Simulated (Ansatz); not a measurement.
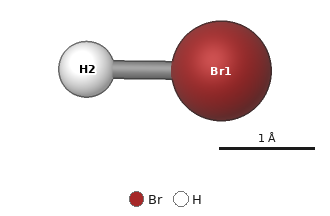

Fig. 1: The starting structure (ball-and-stick view, seen at a tilt; atoms are numbered from 1 in the order of the input).

# Geometry relaxation of HBr

- system: HBr
- method: RKS PBE0-D4/def2-TZVP (Ansatz 0.2.0)

Figures and captions count atoms from 1; the log counts them from 0 in places.

## The program's output
```
Functional definition: PBE0
  name "PBE0"
  cite "Adamo & Barone, J. Chem. Phys. 110, 6158 (1999) doi:10.1063/1.478522"
  cite "Perdew, Burke & Ernzerhof, Phys. Rev. Lett. 77, 3865 (1996) doi:10.1103/PhysRevLett.77.3865"
  parent pbe
  parameter a = 0.25
  parameter kappa = 0.804
  parameter beta = 0.06672455060314922
  exchange = (1 - a)*pbe_x(kappa = kappa, mu = beta*pi^2/3) + a*exact_x
  correlation = pbe_c(beta = beta)
457 factors; their error is unknown
mean field evaluation 1: about -70054.0294 eV, gradient 6.5e0 eV
mean field evaluation 2: about -70054.0954 eV, gradient 3.6e0 eV
mean field evaluation 4: about -70054.1322 eV, gradient 7.0e-2 eV
mean field evaluation 8: about -70054.5723 eV, gradient 6.4e-3 eV
mean field -70054.57232655 eV, -2574.4580483060 hartree, gradient 2.1e-5 eV, S^2 0.000000; 0 other end points of the search recorded, 0 dependent functions left out
the calculation of the forces begins
reference -70054.57234383 eV, -2574.4580489412 hartree; 18, 18 occupied and 36, 36 virtual orbitals, 457 factors
relax step   1: F+E_penalty+E_count = -70054.57784784 eV  Δ(F+E_penalty+E_count) = +0.000e0 eV  max|allowed force component| = 1.520e-1 eV/Å  Δτ_max = 0.0000 Å  (23 SCF iters, accepted)
these checks for a lower state are left out or cut short: starts, cluster_reference, orbital_swaps, neighbouring_geometries, increment
457 factors; their error is unknown
mean field evaluation 16: about -70054.1322 eV, gradient 1.8e-4 eV
mean field -70054.57276778 eV, -2574.4580645212 hartree, gradient 9.2e-6 eV, S^2 0.000000; 0 other end points of the search recorded, 0 dependent functions left out
the calculation of the forces begins
reference -70054.57278506 eV, -2574.4580651561 hartree; 18, 18 occupied and 36, 36 virtual orbitals, 457 factors
relax step   2: F+E_penalty+E_count = -70054.57828745 eV  Δ(F+E_penalty+E_count) = -4.396e-4 eV  max|allowed force component| = 2.696e-2 eV/Å  Δτ_max = 0.0024 Å  (29 SCF iters, accepted)
these checks for a lower state are left out or cut short: starts, cluster_reference, orbital_swaps, neighbouring_geometries, increment
457 factors; their error is unknown
mean field -70054.57278216 eV, -2574.4580650495 hartree, gradient 9.1e-6 eV, S^2 0.000000; 0 other end points of the search recorded, 0 dependent functions left out
the calculation of the forces begins
reference -70054.57279944 eV, -2574.4580656844 hartree; 18, 18 occupied and 36, 36 virtual orbitals, 457 factors
relax step   3: F+E_penalty+E_count = -70054.57830148 eV  Δ(F+E_penalty+E_count) = -1.403e-5 eV  max|allowed force component| = 1.376e-4 eV/Å  Δτ_max = 0.0005 Å  (29 SCF iters, accepted)
457 factors; their error is unknown
mean field evaluation 32: about -70054.1322 eV, gradient 1.2e-4 eV
```

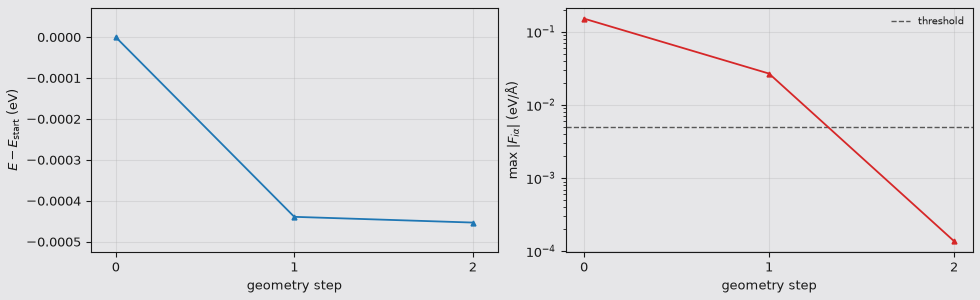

Fig. 2: Progress of the relaxation, step by step (the first geometry is step 0 here and step 1 in the log). The energy falls by next to nothing (0.0 eV) in 2 geometry steps. The largest force component goes from 0.15 to 0.00014 eV/Å. The atoms keep their places after the best rigid fit (all moves are under 0.005 Å). Among the contacts that change: Br1–H2 1.426 → 1.421 Å. (Atoms are counted from 1 in the order of the input.)

```
mean field -70054.57278216 eV, -2574.4580650495 hartree, gradient 9.1e-6 eV, S^2 0.000000; 1 other end points of the search recorded, 0 dependent functions left out
the calculation of the forces begins
reference -70054.57279944 eV, -2574.4580656844 hartree; 18, 18 occupied and 36, 36 virtual orbitals, 457 factors
Total energy: -70054.57831875 eV, -2574.4582685156 hartree
Atom 0 at    -0.731587    -1.445511    -1.490398 Å, force    -0.000138    -0.000005    -0.000004 eV/Å
Atom 1 at     0.687397    -1.390750    -1.452610 Å, force     0.000138     0.000005     0.000004 eV/Å
Dipole moment:     0.198121     0.007646     0.005276 e Å
```

## Trajectory as extended XYZ (Å, eV, eV/Å), 3 frames, from step=1 to step=3
```
2
Properties=species:S:1:pos:R:3:forces:R:3 step=1 energy=-70054.57785
Br   -0.7346   -1.4456   -1.4905    0.1520   0.0059   0.0040
H     0.6904   -1.3906   -1.4525   -0.1520  -0.0059  -0.0040
2
Properties=species:S:1:pos:R:3:forces:R:3 step=2 energy=-70054.57829
Br   -0.7321   -1.4455   -1.4904    0.0270   0.0010   0.0007
H     0.6879   -1.3907   -1.4526   -0.0270  -0.0010  -0.0007
2
Properties=species:S:1:pos:R:3:forces:R:3 step=3 energy=-70054.57830
Br   -0.7316   -1.4455   -1.4904   -0.0001   0.0000   0.0000
H     0.6874   -1.3907   -1.4526    0.0001   0.0000   0.0000
```

This output came from the following input.

## The input
```yaml
crystal:
  periodic: [false, false, false]
  atoms:
    - {symbol: Br, position_ang: [-0.734552, -1.445625, -1.490477]}
    - {symbol: H, position_ang: [0.690362, -1.390636, -1.452531]}
basis:
  gaussian: {orbitals: def2-TZVP}
hamiltonian: {xc: pbe0, dispersion: d4}
relax: {f_tol: 0.005, max_steps: 200}
```

Run as:
```bash
ansatz run in.yaml --threads 4 --pin off --events-out ev --progress --plain --max-ram 9574MiB
```

## Key numbers

| quantity | value |
| --- | --- |
| outcome | converged |
| total energy | −70054.5783 eV |
| mean-field energy | −70054.5728 eV |
| dispersion energy | −0.0055 eV |
| SCF solution under orbital rotations | stable |
| largest force (length of the vector) at the end | under 0.001 eV/Å |
| dipole moment | 0.95 D |
| hardware | 4 threads of Intel Xeon @ 2.50GHz, 180 GiB of memory available, shared host |
| wall time | 8 s (CPU time 6.8 s) |
| peak memory | 0.42 GiB |
